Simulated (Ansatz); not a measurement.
## Two runs on BSiH5

System: BSiH5, SMILES B[SiH3].
Method of run 1: RHF-CCSD(T), frozen core/def2-TZVPP (Ansatz 0.2.0).

The geometry: displaced from a GFN2-xTB structure. Text and figures count atoms from 1; the logs count them from 0 in places.

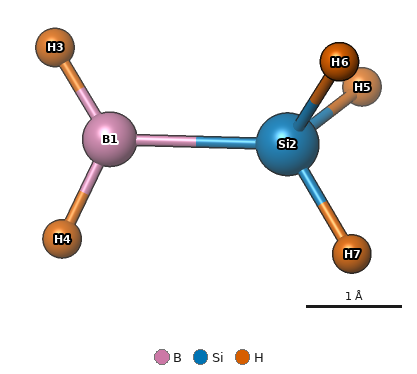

**Figure 1.** The structure (ball-and-stick view, seen at a tilt; atoms are numbered from 1 in the order of the input). Bond lengths as drawn: B–H 1.14 to 1.16 Å, B–Si 1.88 Å and H–Si 1.37 to 1.55 Å.

## The input, run 1
```yaml
crystal:
  periodic: [false, false, false]
  atoms:
    - {symbol: B, position_ang: [-0.079900, -1.177300, 0.216600]}
    - {symbol: Si, position_ang: [0.130200, 0.653900, -0.174700]}
    - {symbol: H, position_ang: [-1.097300, -1.671400, 0.336800]}
    - {symbol: H, position_ang: [0.917100, -1.775300, 0.238200]}
    - {symbol: H, position_ang: [-0.543100, 1.134200, -1.367700]}
    - {symbol: H, position_ang: [-0.549400, 1.616700, 0.831300]}
    - {symbol: H, position_ang: [1.355300, 1.257900, -0.231300]}
basis:
  gaussian: {orbitals: def2-TZVPP}
correlation: {method: ccsd_t}
output: {forces: true}
```

Hardware: 4 CPU threads, shared host.

## Output (run 1)
```
Functional definition: HF
  exchange = exact_x
  correlation = 0
801 factors; integrals over basis functions are off by at most 1.0e-3 eV
mean field evaluation 1: about -8610.6816 eV, gradient 1.4e1 eV
mean field evaluation 2: about -8610.6829 eV, gradient 1.4e1 eV
mean field evaluation 4: about -8611.7882 eV, gradient 7.6e-1 eV
mean field evaluation 8: about -8611.7929 eV, gradient 6.0e-4 eV
mean field -8611.79288259 eV, -316.4775511524 hartree, gradient 3.1e-6 eV, S^2 0.000000; 0 other end points of the search recorded, 0 dependent functions left out
6 core orbitals not correlated: weight in the atoms' cores, before any rotation towards them, 1.000 or more for the frozen orbitals, at most 0.000 for the correlated occupied ones
reference -8611.79288259 eV, -316.4775511524 hartree; 6, 6 occupied and 131, 131 virtual orbitals, 801 factors
second order -6.43125988 eV of doubles, -0.00000000 eV of singles
cycle   1  -7.28698751 eV  change   -8.6e-1 eV  update   6.8e-2
cycle   2  -7.58765375 eV  change   -3.0e-1 eV  update   2.4e-2
cycle   3  -7.60704527 eV  change   -1.9e-2 eV  update   8.6e-3
cycle   4  -7.60286458 eV  change    4.2e-3 eV  update   3.8e-3
cycle   5  -7.60177226 eV  change    1.1e-3 eV  update   1.5e-3
cycle   6  -7.60190249 eV  change   -1.3e-4 eV  update   5.4e-4
cycle   7  -7.60202425 eV  change   -1.2e-4 eV  update   1.7e-4
cycle   8  -7.60205311 eV  change   -2.9e-5 eV  update   5.3e-5
cycle   9  -7.60204177 eV  change    1.1e-5 eV  update   1.6e-5
cycle  10  -7.60203962 eV  change    2.2e-6 eV  update   6.8e-6
cycle  11  -7.60204146 eV  change   -1.8e-6 eV  update   3.4e-6
perturbative correction -0.21586317 eV, -0.0079328252 hartree
the calculation of the forces begins
mean field evaluation 16: about -8611.7922 eV, gradient 9.5e-2 eV
Total energy: -8619.61078722 eV, -316.7648538482 hartree
Atom 0 at    -0.079900    -1.177300     0.216600 Å, force     0.754427    -0.822632    -0.089324 eV/Å
Atom 1 at     0.130200     0.653900    -0.174700 Å, force    -2.526647     2.776985     0.820782 eV/Å
Atom 2 at    -1.097300    -1.671400     0.336800 Å, force    -1.199831    -0.741570     0.258007 eV/Å
Atom 3 at     0.917100    -1.775300     0.238200 Å, force     0.458185    -0.831362     0.221020 eV/Å
Atom 4 at    -0.543100     1.134200    -1.367700 Å, force    -0.401100    -0.201107    -0.830001 eV/Å
Atom 5 at    -0.549400     1.616700     0.831300 Å, force     0.166811    -0.829454    -0.206206 eV/Å
Atom 6 at     1.355300     1.257900    -0.231300 Å, force     2.748154     0.649140    -0.174278 eV/Å
Dipole moment:     0.038099    -0.211158     0.006689 e Å
```

Run 2 used a changed input.

## The two runs side by side

| quantity | run 1 | run 2 |
| --- | --- | --- |
| outcome | converged | converged |
| total energy (hartree) | −316.764854 | −317.234078 |
| dipole moment (D) | 1.03 | 1.03 |
| largest force (eV/Å) | 3.843 | 3.673 |
| basis functions | 143 | 143 |
| wall time (shared host) | 16 s | 3 s |

Which change of the input explains these differences?

The change (lines with − go, lines with + come):
```diff
-correlation: {method: ccsd_t}
+hamiltonian: {xc: {name: wB97M-V}}
```

The total energies belong to different methods, so their difference says nothing on which is more stable or more accurate. The largest force goes from 3.843 to 3.673 eV/Å.

## Output (run 2)
```
Functional definition: wB97M-V
  parameter omega = 0.3/bohr
  parameter cx = 0.15
  parameter cx01 = 1.007
  parameter cx10 = 0.259
  parameter css00 = 0.443
  parameter css04 = -1.437
  parameter css10 = -4.535
  parameter css20 = -3.390
  parameter css43 = 4.278
  parameter cos00 = 1.000
  parameter cos10 = 1.358
  parameter cos20 = 2.924
  parameter cos21 = -8.812
  parameter cos60 = -1.390
  parameter cos61 = 9.142
  parameter b = 6.0
  parameter c = 0.01
  gx(w, u) = 1 - cx + cx01*u + cx10*w
  gss(w, u) = css00 + css04*u^4 + css10*w + css20*w^2 + css43*w^4*u^3
  gos(w, u) = cos00 + cos10*w + (cos20 + cos21*u)*w^2 + (cos60 + cos61*u)*w^6
  exchange = spin_sum(e_x_unif_sr(omega)*gx(b97_w, b97_u_x)) + cx*exact_x_sr(omega) + exact_x_lr(omega)
  correlation = spin_sum(e_c_pw_mod_same_spin*gss(b97_w, b97_u_same))
      + integral(e_c_pw_mod_opposite_spin*gos(b97_w_opposite, b97_u_opposite)) + vv10(b, c)
755 factors; their error is unknown
203 factors; integrals over basis functions are off by at most 1.5e-5 eV
mean field evaluation 1: about -8631.8662 eV, gradient 1.3e1 eV
mean field evaluation 2: about -8632.3239 eV, gradient 3.8e0 eV
mean field evaluation 4: about -8632.3745 eV, gradient 2.4e-1 eV
mean field evaluation 8: about -8632.3790 eV, gradient 3.3e-2 eV
mean field evaluation 16: about -8632.3790 eV, gradient 3.4e-5 eV
mean field -8632.37898195 eV, -317.2340763501 hartree, gradient 3.4e-5 eV, S^2 0.000000; 0 other end points of the search recorded, 0 dependent functions left out
the calculation of the forces begins
reference -8632.37903382 eV, -317.2340782562 hartree; 12, 12 occupied and 131, 131 virtual orbitals, 755 factors
Total energy: -8632.37903382 eV, -317.2340782562 hartree
Atom 0 at    -0.079900    -1.177300     0.216600 Å, force     0.732066    -0.705916    -0.107329 eV/Å
Atom 1 at     0.130200     0.653900    -0.174700 Å, force    -2.484828     2.569689     0.845419 eV/Å
Atom 2 at    -1.097300    -1.671400     0.336800 Å, force    -1.082752    -0.663748     0.235981 eV/Å
Atom 3 at     0.917100    -1.775300     0.238200 Å, force     0.361760    -0.725979     0.205698 eV/Å
Atom 4 at    -0.543100     1.134200    -1.367700 Å, force    -0.367744    -0.223966    -0.745679 eV/Å
Atom 5 at    -0.549400     1.616700     0.831300 Å, force     0.197345    -0.878148    -0.264916 eV/Å
Atom 6 at     1.355300     1.257900    -0.231300 Å, force     2.644153     0.628068    -0.169174 eV/Å
Dipole moment:     0.038865    -0.210839     0.004563 e Å
```
